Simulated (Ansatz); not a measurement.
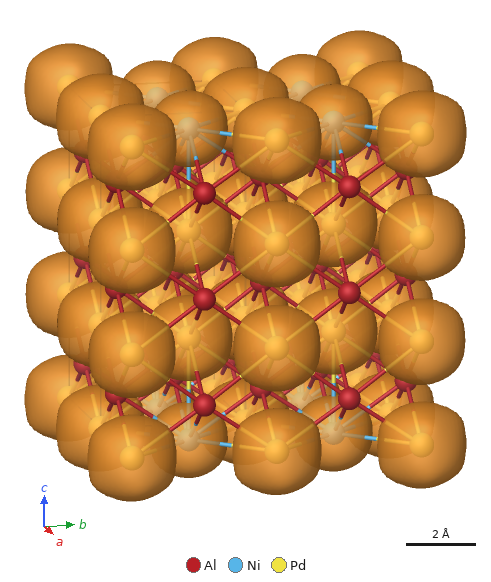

Figure. Al₆NiPd₅. Isosurface of the valence pseudo-density at 0.3 e/Å³ (orange), seen slightly off an axis. Sticks mark near contacts.

Space group P4/mmm; a structure generated by program, which may or may not match a known phase; computed without spin polarisation.

These are results of DFT PBE, scalar-relativistic, plane waves, PAW (Ansatz), not measurements.

> What does this surface tell about the bonding?

At this value the density breaks into separate islands; it holds about 80 % of the electrons treated as valence (semicore included). It bridges none of the near contacts. It is pinched off along the sampled Al–Ni (2.60 Å), Al–Pd (2.60 Å), Al–Al (2.93 Å) and Ni–Pd (3.02 Å) contacts. On the grid the lowest density along these lines, outside the cores, is 0.22 e/Å³ (Al–Ni, 2.60 Å), 0.24 e/Å³ (Al–Pd, 2.60 Å), 0.21 e/Å³ (Al–Al, 2.93 Å) and 0.21 e/Å³ (Ni–Pd, 3.02 Å).
